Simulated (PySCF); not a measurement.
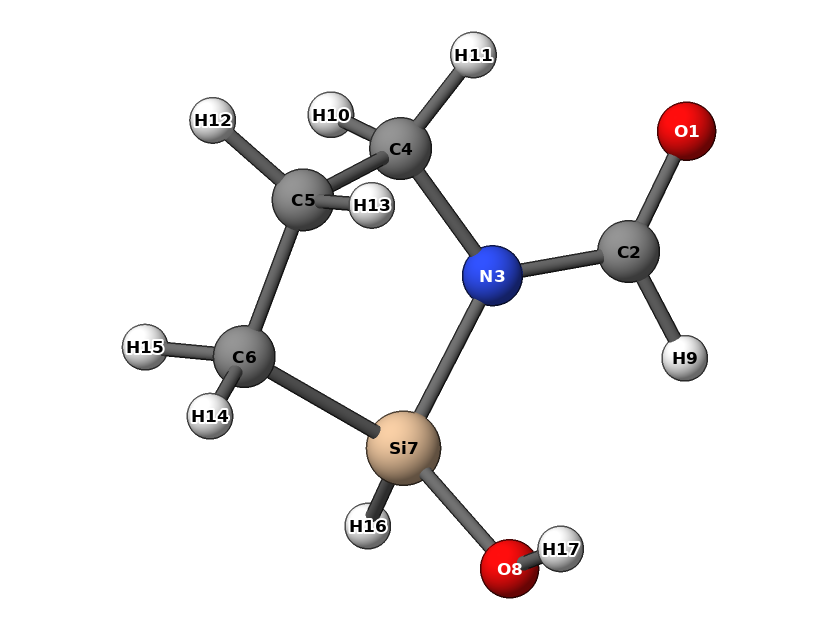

The questions are on isotropic NMR shieldings of the H atoms. Computed geometry: GFN2-xTB optimisation. No frequency run is at hand to confirm it as a minimum. Method: GIAO PBE0/pcSseg-1 NMR shielding, non-relativistic, gas phase (PySCF 2.14.0).

Give the isotropic NMR shieldings of the H atoms atom by atom.

```json
{"atom": "H9", "σ (ppm)": "23.19"}
{"atom": "H10", "σ (ppm)": "29.12"}
{"atom": "H11", "σ (ppm)": "27.37"}
{"atom": "H12", "σ (ppm)": "29.76"}
{"atom": "H13", "σ (ppm)": "30.26"}
{"atom": "H14", "σ (ppm)": "30.79"}
{"atom": "H15", "σ (ppm)": "30.96"}
{"atom": "H16", "σ (ppm)": "26.72"}
{"atom": "H17", "σ (ppm)": "29.79"}
```

The geometry is semi-empirical. Around Si such bond lengths and angles can be off by a tenth of an ångström or more and by several degrees, and values that hang on the shape move with them.
